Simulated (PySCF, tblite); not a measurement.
# C₇H₈ClO radical: geometry, infrared bands and EPR parameters

Aim: predict the infrared bands and EPR parameters of C₇H₈ClO radical (`C=C[C@@H](C)[C@@H]1O/C1=[C]\Cl`).

The runs use tblite 0.8.0 and PySCF 2.14.0, with density-fitted response routines of our own; the level of theory stands in each step. All values are computed, except where a source is named. Atoms are numbered from 0 throughout.

### Step 1. Starting geometry

17 atoms, charge 0, multiplicity 2; geometry from: force field or distance geometry start.

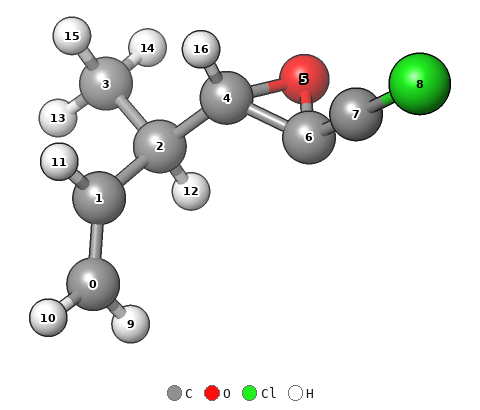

The starting geometry (carbon grey, oxygen red, chlorine green, hydrogen white), atoms numbered; sticks join atoms by distance.

### Step 2. Geometry optimisation with GFN2-xTB

The job: settings as JSON, then the geometry in Å.

```
{"job": {"kind": "relax", "xc": "GFN2-xTB", "basis": "xTB"}, "charge": 0, "multiplicity": 2}
C     -2.318900    -0.973300    -0.004600
C     -1.401100    -0.101900     0.411400
C     -0.234400     0.382900    -0.423100
C     -0.314400     1.919800    -0.553400
C      1.091700    -0.024700     0.137500
O      2.145500    -0.109300    -0.831100
C      1.699900    -1.274000    -0.262700
C      2.557400    -1.909500     0.484200
Cl     3.709800    -2.781300     1.494500
H     -2.316900    -1.382400    -1.004300
H     -3.135200    -1.289200     0.651500
H     -1.464700     0.269500     1.441500
H     -0.356400    -0.017600    -1.432500
H     -1.265300     2.231700    -0.976800
H      0.484300     2.295800    -1.189500
H     -0.202800     2.398100     0.444200
H      1.314500     0.377500     1.115900
```

Run with:

```console
$ OMP_NUM_THREADS=1 python probes_run.py task.json out
```

This one command runs all jobs of the session in turn.

What it wrote:

```text
step      E/eV     max force
  0    -747.06354    3.504
  1    -747.49721    2.692
  2    -747.70764    1.691
  3    -747.77514    1.284
  4    -747.89206    1.253
  5    -747.96481    1.246
  6    -748.01374    0.936
  7    -748.06281    0.758
  8    -748.13321    0.753
  9    -748.19200    0.787
 10    -748.23036    0.821
 11    -748.27616    0.669
 12    -748.32086    0.653
 13    -748.35712    0.444
 14    -748.38319    0.343
 15    -748.40320    0.351
 16    -748.42758    0.494
 17    -748.45348    0.589
 18    -748.48395    0.432
 19    -748.50578    0.392
 20    -748.52191    0.326
 21    -748.53123    0.279
 22    -748.53985    0.249
 23    -748.54667    0.301
 24    -748.55548    0.272
 25    -748.56589    0.293
 26    -748.57590    0.312
 27    -748.58320    0.259
 28    -748.58923    0.190
 29    -748.59413    0.225
 30    -748.60048    0.201
 31    -748.60677    0.191
 32    -748.61238    0.241
 33    -748.61707    0.152
 34    -748.62174    0.221
 35    -748.62530    0.240
 36    -748.62817    0.146
 37    -748.63074    0.163
 38    -748.63385    0.185
 39    -748.63711    0.146
 40    -748.64033    0.133
 41    -748.64323    0.151
 42    -748.64595    0.199
 43    -748.64807    0.101
 44    -748.64945    0.081
 45    -748.65034    0.088
 46    -748.65104    0.084
 47    -748.65164    0.065
 48    -748.65222    0.065
 49    -748.65285    0.079
 50    -748.65345    0.080
 51    -748.65397    0.051
 52    -748.65440    0.049
 53    -748.65476    0.065
 54    -748.65503    0.064
 55    -748.65519    0.040
 56    -748.65529    0.023
 57    -748.65537    0.023
 58    -748.65547    0.036
 59    -748.65559    0.041
 60    -748.65572    0.034
 61    -748.65584    0.034
 62    -748.65600    0.037
 63    -748.65622    0.044
 64    -748.65645    0.040
 65    -748.65660    0.024
 66    -748.65669    0.023
 67    -748.65677    0.023
 68    -748.65685    0.023
 69    -748.65693    0.023
 70    -748.65700    0.025
 71    -748.65708    0.023
 72    -748.65718    0.031
 73    -748.65731    0.029
 74    -748.65744    0.030
 75    -748.65757    0.035
 76    -748.65776    0.038
 77    -748.65807    0.055
 78    -748.65854    0.070
 79    -748.65908    0.054
 80    -748.65957    0.052
 81    -748.65993    0.050
 82    -748.66025    0.047
 83    -748.66063    0.071
 84    -748.66093    0.058
 85    -748.66113    0.065
 86    -748.66127    0.045
 87    -748.66145    0.035
 88    -748.66166    0.036
 89    -748.66195    0.035
 90    -748.66222    0.037
 91    -748.66260    0.040
 92    -748.66289    0.038
 93    -748.66311    0.038
 94    -748.66327    0.038
 95    -748.66341    0.043
 96    -748.66355    0.029
 97    -748.66363    0.014
 98    -748.66365    0.016
 99    -748.66369    0.017
100    -748.66374    0.012
101    -748.66376    0.012
102    -748.66379    0.011
103    -748.66381    0.010
104    -748.66383    0.010
105    -748.66386    0.012
106    -748.66389    0.017
107    -748.66392    0.016
108    -748.66397    0.019
109    -748.66401    0.017
110    -748.66405    0.015
111    -748.66407    0.015
112    -748.66409    0.014
113    -748.66411    0.017
114    -748.66415    0.020
115    -748.66418    0.014
116    -748.66420    0.009
```

Wall time 0.93 s (1 thread of Arm Neoverse V1, shared host).

Step by step: (not every step is listed)

| step | energy from step 0 (eV) | largest force (eV/Å) |
| --- | --- | --- |
| 0 | 0.0000 | 3.5041 |
| 1 | -0.4337 | 2.6921 |
| 2 | -0.6441 | 1.6912 |
| 3 | -0.7116 | 1.2844 |
| 4 | -0.8285 | 1.2532 |
| 5 | -0.9013 | 1.2462 |
| 6 | -0.9502 | 0.9361 |
| 7 | -0.9993 | 0.7582 |
| 8 | -1.0697 | 0.7526 |
| 18 | -1.4204 | 0.4316 |
| 28 | -1.5257 | 0.1898 |
| 38 | -1.5703 | 0.1851 |
| 48 | -1.5887 | 0.0648 |
| 58 | -1.5919 | 0.0360 |
| 68 | -1.5933 | 0.0235 |
| 78 | -1.5950 | 0.0703 |
| 88 | -1.5981 | 0.0360 |
| 98 | -1.6001 | 0.0158 |
| 108 | -1.6004 | 0.0192 |
| 111 | -1.6005 | 0.0149 |
| 112 | -1.6005 | 0.0136 |
| 113 | -1.6006 | 0.0173 |
| 114 | -1.6006 | 0.0196 |
| 115 | -1.6006 | 0.0136 |
| 116 | -1.6007 | 0.0093 |

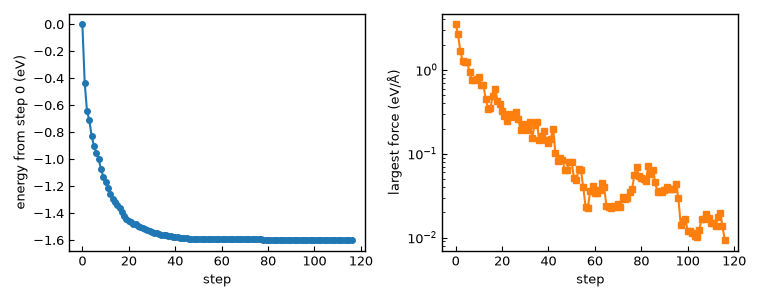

Energy and largest force along the relaxation.

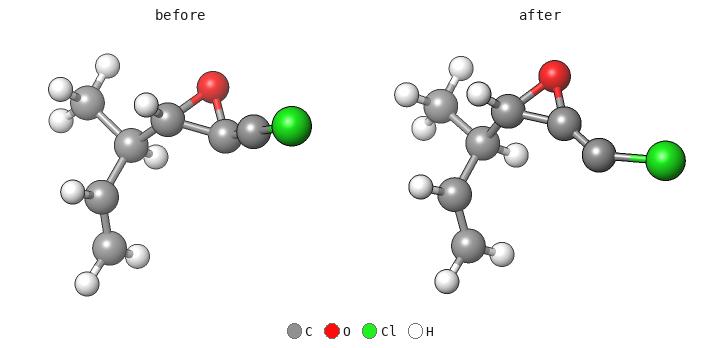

Before and after, at one scale.

Close pairs (by a distance rule), those that changed most:

| bond | before (Å) | after (Å) | change (Å) |
| --- | --- | --- | --- |
| C7–Cl8 | 1.763 | 1.650 | -0.114 |
| C6–C7 | 1.303 | 1.274 | -0.028 |
| C3–H15 | 1.112 | 1.088 | -0.024 |
| C2–C4 | 1.496 | 1.516 | +0.019 |
| C0–H10 | 1.094 | 1.076 | -0.018 |
| C1–H11 | 1.097 | 1.082 | -0.015 |
| C0–C1 | 1.332 | 1.319 | -0.014 |
| C1–C2 | 1.514 | 1.501 | -0.013 |

The final coordinates are the input of the step that follows.

### Step 3. Harmonic vibrations with GFN2-xTB

The job: settings as JSON, then the geometry in Å.

```
{"job": {"kind": "ir", "xc": "GFN2-xTB", "basis": "xTB"}, "charge": 0, "multiplicity": 2}
C     -2.087013    -1.084087     0.138982
C     -1.300556    -0.077990     0.467704
C     -0.177048     0.433803    -0.386357
C     -0.402800     1.905509    -0.748625
C      1.129920     0.286842     0.366878
O      2.326506     0.169788    -0.392446
C      1.899882    -0.944423     0.296914
C      2.069808    -2.175337     0.579773
Cl     3.088825    -3.449932     0.338704
H     -1.961276    -1.624175    -0.784762
H     -2.888676    -1.412492     0.777780
H     -1.444320     0.451149     1.400648
H     -0.111171    -0.159592    -1.303727
H     -1.315969     2.008722    -1.329557
H      0.433217     2.279249    -1.334774
H     -0.493607     2.508411     0.152565
H      1.227280     0.896585     1.263015
```

What it wrote:

```text
mode    cm-1     km/mol
  1      28.2      0.10
  2      44.4      0.12
  3      86.6      0.15
  4     133.1      3.09
  5     159.7      2.59
  6     208.5      1.21
  7     223.1      5.25
  8     262.2      0.22
  9     281.4      1.14
 10     344.6      3.14
 11     447.3      7.82
 12     471.3      0.48
 13     537.2      5.60
 14     632.5     18.59
 15     665.1      0.41
 16     859.7     60.92
 17     891.8     24.39
 18     900.9     22.32
 19     943.9     21.05
 20     969.1     62.48
 21     986.3     10.41
 22    1020.7     32.18
 23    1029.4     24.18
 24    1093.5      6.07
 25    1127.7      3.44
 26    1171.2      1.16
 27    1222.0     13.36
 28    1234.6     16.20
 29    1272.5      0.24
 30    1303.3      0.72
 31    1372.5     18.72
 32    1403.1      1.49
 33    1416.0      1.09
 34    1492.8      4.81
 35    1494.2      3.80
 36    1719.4      6.98
 37    1927.7     59.82
 38    2954.8     15.74
 39    2983.9     35.57
 40    3032.5     30.04
 41    3041.6     28.24
 42    3043.9     21.64
 43    3058.5     43.07
 44    3103.6     16.83
 45    3130.5     46.74
```

Run time: 0.64 s. Hardware: 1 thread of Arm Neoverse V1, shared host.

Which atoms move in the most intense modes:

| cm⁻¹ | km/mol | atoms |
| --- | --- | --- |
| 860 | 60.9 | C4 22 %, C6 18 %, O5 17 % |
| 969 | 62.5 | O5 28 %, C4 14 %, C6 13 %, H16 13 % |
| 1021 | 32.2 | H11 47 %, H9 39 % |
| 1928 | 59.8 | C6 58 %, C7 37 % |
| 2984 | 35.6 | H16 90 % |
| 3032 | 30.0 | H15 88 % |
| 3058 | 43.1 | H11 90 % |
| 3130 | 46.7 | H10 61 %, H9 28 % |

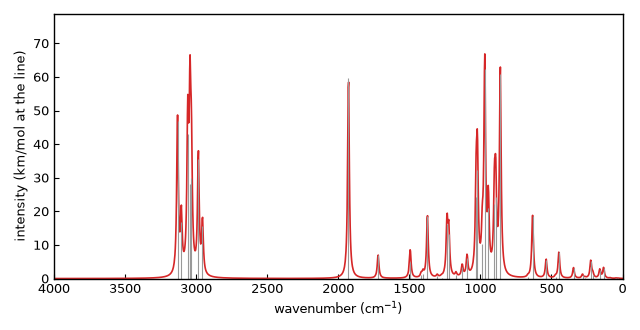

The infrared spectrum from these modes, unscaled. Lines are broadened to a width of 14 cm⁻¹ (Lorentzian).

### Step 4. EPR parameters: B3LYP/pcH-1

Same as in step 3 but for these lines:

```diff
@@ -1,2 +1,2 @@
-{"job": {"kind": "ir", "xc": "GFN2-xTB", "basis": "xTB"}, "charge": 0, "multiplicity": 2}
+{"job": {"kind": "epr", "basis": "pcH-1"}, "charge": 0, "multiplicity": 2}
 C     -2.087013    -1.084087     0.138982
```

Method: UKS B3LYP, pcH-1 on C Cl H O, non-relativistic, mean-field spin-orbit, GIAO.

What it wrote:

```text
UKS, coarse grid
  cycle   1  E = -806.73465082  |g| = 4.79e-01
  cycle   2  E = -806.56946350  |g| = 8.07e-01
  cycle   3  E = -806.81270976  |g| = 1.83e-01
  cycle   4  E = -806.82590596  |g| = 5.68e-02
  cycle   5  E = -806.82730797  |g| = 2.41e-02
  cycle   6  E = -806.82757969  |g| = 7.42e-03
  cycle   7  E = -806.82761921  |g| = 2.83e-03
  cycle   8  E = -806.82762768  |g| = 1.94e-03
  cycle   9  E = -806.82763281  |g| = 9.14e-04
UKS, final grid
  cycle   1  E = -806.82768058  |g| = 1.35e-03
  cycle   2  E = -806.82767871  |g| = 2.47e-03
  cycle   3  E = -806.82768177  |g| = 2.06e-04
  cycle   4  E = -806.82768184  |g| = 1.77e-04
  cycle   5  E = -806.82768190  |g| = 8.26e-05
  cycle   6  E = -806.82768191  |g| = 1.37e-05
E = -806.82768191 Eh   <S^2> = 0.7580 (exact 0.7500)
g shifts (ppm)      1          2          3
  rmc          -212       -212       -212
  gc             12         28         33
  oz_so        -222       5345       6589
  total        -421       5162       6410
hyperfine (MHz)  atom isotope    a_iso     a_fc   dipolar eigenvalues
    0   13C       0.11       0.11     -0.31     -0.25      0.56
    1   13C      -0.14      -0.14     -0.38     -0.22      0.60
    2   13C      -0.47      -0.48     -0.66     -0.54      1.19
    3   13C       3.60       3.60     -0.56     -0.48      1.04
    4   13C      20.88      20.85     -7.36     -6.90     14.27
    5   17O      -9.09      -9.10    -37.33     15.80     21.54
    6   13C      76.20      76.18    -13.99     -2.88     16.87
    7   13C     454.16     453.69    -69.36    -49.69    119.04
    8  35Cl      28.89      28.72    -36.88    -26.33     63.21
    9    1H       0.13       0.13     -0.94     -0.88      1.83
   10    1H       0.02       0.02     -0.67     -0.58      1.25
   11    1H      -0.05      -0.05     -1.00     -0.75      1.75
   12    1H       1.06       1.05     -1.62     -1.03      2.64
   13    1H       1.70       1.70     -0.61     -0.36      0.97
   14    1H      -0.32      -0.32     -0.91     -0.49      1.40
   15    1H      -0.12      -0.12     -0.74     -0.58      1.33
   16    1H       0.53       0.52     -3.90     -0.70      4.60
```

Run time: 2.3 min. Hardware: 1 thread of Arm Neoverse V1, shared host; peak memory 1.1 GiB.

Principal g values 2.00190, 2.00748, 2.00873; g(iso) = 2.00604, against 2.00232 for a free electron.

Mean a(iso) over the nuclei that a row names, and the largest dipolar term of the row (other rows stand at the frozen geometry):

| nuclei | isotope | a(iso) (MHz) | a(iso) (G, at g = 2.0023) | largest dipolar term (MHz) |
| --- | --- | --- | --- | --- |
| C7 | 13C | 454.2 | 162.1 | 119.0 |
| C6 | 13C | 76.2 | 27.2 | 16.9 |
| Cl8 | 35Cl | 28.9 | 10.3 | 63.2 |
| C4 | 13C | 20.9 | 7.5 | 14.3 |
| O5 | 17O | -9.1 | -3.2 | -37.3 |
| C3 | 13C | 3.6 | 1.3 | 1.0 |
| H12 | 1H | 1.1 | 0.4 | 2.6 |
| H16 | 1H | 0.5 | 0.2 | 4.6 |
| C2 | 13C | -0.5 | -0.2 | 1.2 |
| H13, H14, H15 | 1H | 0.4 | 0.1 | 1.4 |
| C1 | 13C | -0.1 | -0.1 | 0.6 |
| H9 | 1H | 0.1 | 0.0 | 1.8 |
| C0 | 13C | 0.1 | 0.0 | 0.6 |
| H11 | 1H | -0.1 | 0.0 | 1.8 |

Mulliken spin populations:

C0 0.00; C1 0.00; C2 0.00; C3 0.00; C4 0.06; O5 0.08; C6 -0.11; C7 0.85; Cl8 0.13; H9 0.00; H10 0.00; H11 0.00; H12 0.00; H13 0.00; H14 0.00; H15 0.00; H16 0.00

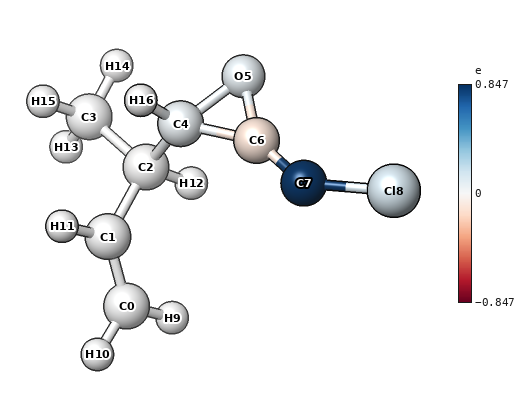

Mulliken spin populations, as colours on the atoms.

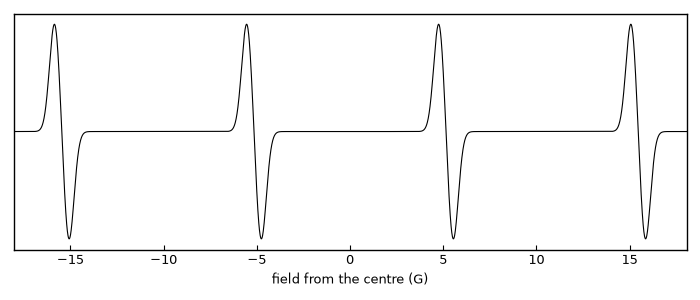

First-order isotropic spectrum (first derivative, main isotopes with spin only, couplings over 0.8 MHz, Gaussian width 0.3 G; couplings of the frozen geometry, rotation of groups not averaged beyond the rows shown).

The fields below are evaluated on a grid from the run's orbitals.

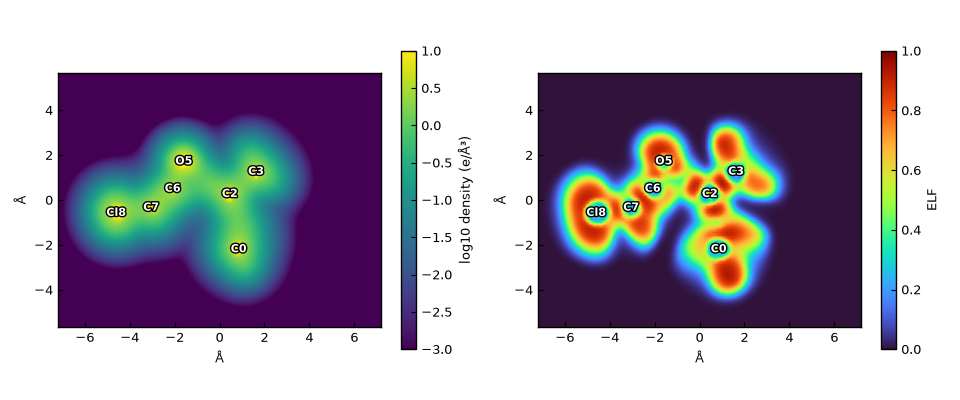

Density (left) and ELF (right) in a plane through or near 7 of the atoms.

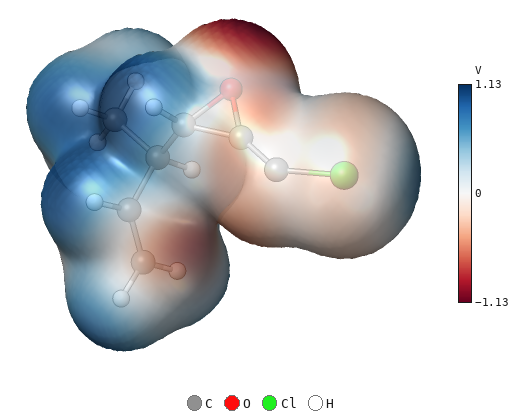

The potential that a unit positive charge feels on the 0.002 e/bohr³ surface, from -1.06 V near O5 to 1.13 V near H16.

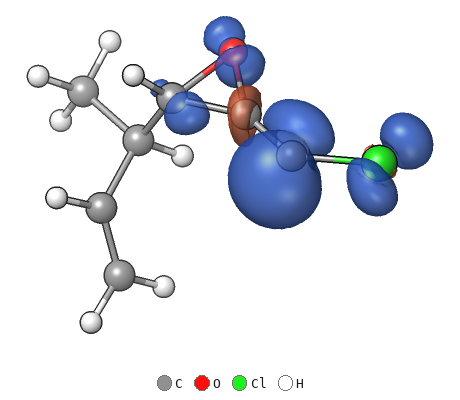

Spin density at ±0.04 e/Å³ (alpha excess blue, beta excess red).

### Step 5. Outcome

| quantity | value |
| --- | --- |
| strongest single infrared mode (GFN2-xTB) | 969 cm⁻¹, 62 km/mol |
| zero-point energy (GFN2-xTB) | 79.7 kcal/mol |
| g(iso) (B3LYP) | 2.00604 |
| ⟨S²⟩ | 0.758 (exact 0.75) |
| largest a(iso) (averaged by class) | 13C on C7, 454.2 MHz |
| surface potential, least and greatest | -1.06 V and 1.13 V |

In words: Relaxing lowered the energy by 1.601 eV in 116 steps; the close pair that moved most is C7–Cl8, from 1.763 to 1.650 Å. No mode is imaginary among the 45: a minimum at this level. The strongest single mode, at 969 cm⁻¹, has its largest shares on O5, C4, C6 and H16 (the list is cut at 4 atoms). GFN2-xTB is a fitted tight-binding method: band positions and strengths are rough. Its intensities can rank the bands wrongly. C7 carries the largest spin population, 0.85 e. The isotropic g lies 3.7 ppt above the free-electron value.
